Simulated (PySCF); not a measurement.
Molecule: C5H15GaO, singlet. Atoms near the plane z = 1.5 Å, at the GFN2-xTB optimised geometry (x, y, z in Å): Ga1 (-0.3, -1.4, 0.0), C2 (1.8, -1.4, 0.0), H5 (2.2, -1.3, 1.0), C10 (-1.3, -1.8, 1.7), H11 (-2.3, -1.4, 1.7), H12 (-0.8, -1.3, 2.6), H13 (-1.3, -2.9, 2.0), C14 (0.1, 1.5, 1.0), O15 (-0.5, 0.8, 0.0), H17 (-0.6, 2.0, 1.7), H18 (0.8, 0.8, 1.5), H19 (0.7, 2.4, 0.6), H21 (-2.2, 2.0, -0.1).

Calculation: PySCF 2.14.0 with PBE0/def2-SVP. Cells within 0.4 Å of a nucleus heavier than hydrogen are left out (blank, or x). The values are rescaled to run from 0 to 1.

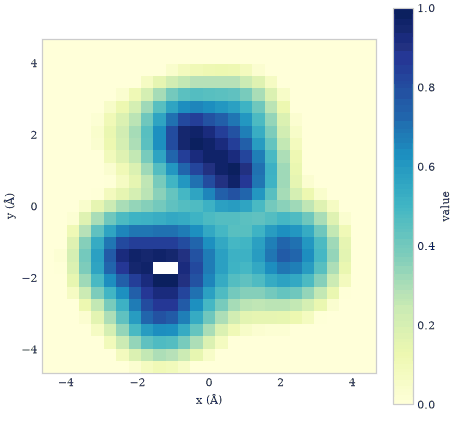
Figure. a field on the plane z = 1.5 Å.

Question: Which quantity is mapped?
(A) Laplacian of the electron density
(B) log10 of the electron density
(C) electrostatic potential
(D) deformation density (molecule minus spherical neutral atoms)

Answer: B, log10 of the electron density. In full: log10 of the electron density (e/bohr³), floored at −4.
